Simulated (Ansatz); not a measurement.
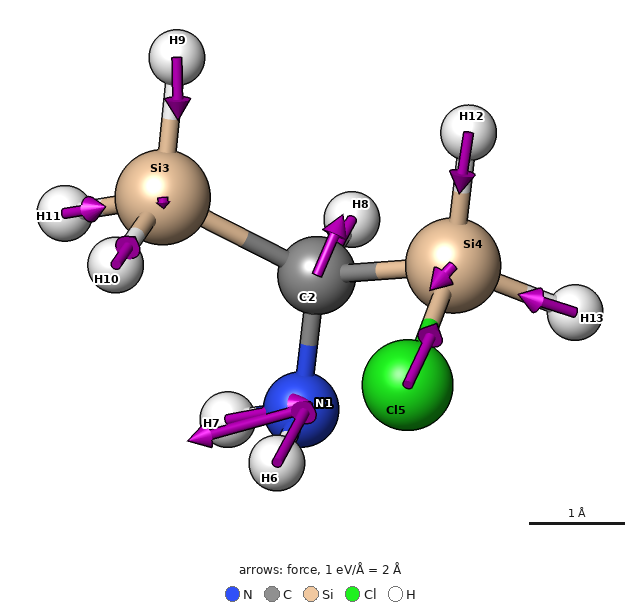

Starting geometry of CH$_{8}$ClNSi$_{2}$ with the computed forces as purple arrows. Style: ball-and-stick. Shown at a tilt.

The start comes from PBE-D4/def2-SVP.

All numbers below come from Ansatz, RKS PBE0-D4/def2-TZVP. Set-up: force threshold 0.005 eV/Å; at most 150 steps.

Question: Is this structure relaxed? If not, where do the atoms go?

Answer: It isn't relaxed: the largest force vector, on N1, is 0.64 eV/Å. The final displacements follow the starting forces only in part (cosine between the two patterns 0.44). The largest move after the best rigid fit is that of Cl5, 0.076 Å. By element the largest moves are Cl 0.076 Å, H 0.068 Å, Si 0.022 Å, N 0.017 Å, C 0.016 Å. Among the contacts that change: Si4–Cl5 2.095 → 2.064 Å, C2–Si3 1.917 → 1.893 Å, C2–Si4 1.892 → 1.869 Å, Si4–H12 1.502 → 1.483 Å. After 8 geometry steps the energy has fallen by 1.19 kcal/mol. The largest force component goes from 0.51 to 0.0041 eV/Å.
